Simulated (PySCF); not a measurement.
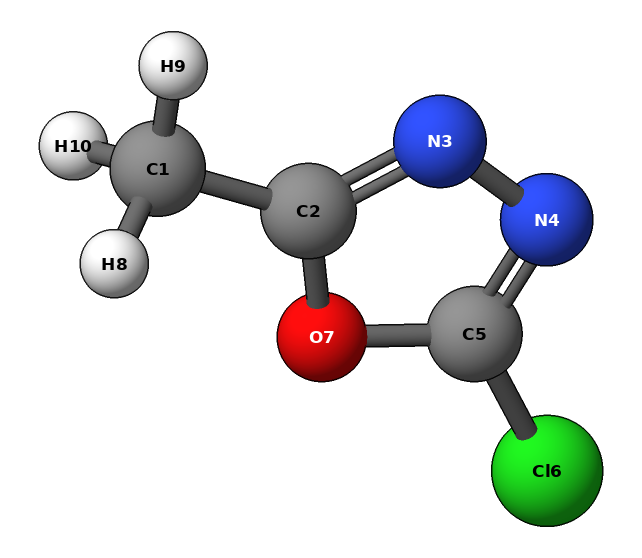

The questions are on isotropic NMR shieldings of the C atoms. The geometry was computed by an optimisation with GFN2-xTB. No frequency run is at hand to confirm it as a minimum. Level of theory: GIAO PBE0/pcSseg-1 NMR shielding, non-relativistic, gas phase (PySCF 2.14.0).

Give the isotropic NMR shieldings of the C atoms atom by atom.

```csv
atom,σ (ppm)
C1,173.0
C2,15.7
C5,22.9
```
